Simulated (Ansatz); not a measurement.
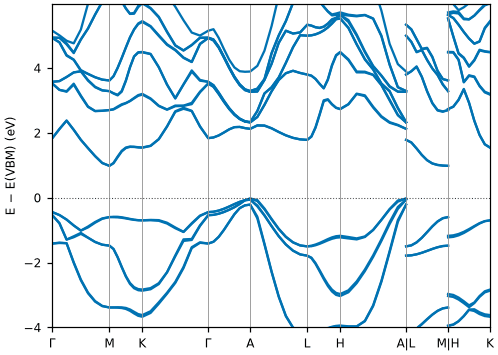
Figure: Band structure from r²SCAN with spin–orbit coupling (plane waves, PAW; program Ansatz)

The gap is 0.97 eV; an edge lies off the plotted path or next to a special point (maximum on the H–A line, 96 % of the way from H, minimum off the standard path).

The material is SrAlGeH in space group P3m1 (No. 156; Sr on 1b, Al on 1a, Ge on 1c, H on 1a).

The workflow started from a Materials Project entry (that database holds measured and hypothetical structures alike); the Crystallography Open Database copy checked does not list it. Whether it is the stable phase at ambient conditions was not checked. Symmetry was held in the r²SCAN relaxation; its stability against distortions is not shown here.

Potentials: the later of the program's two PAW sets.
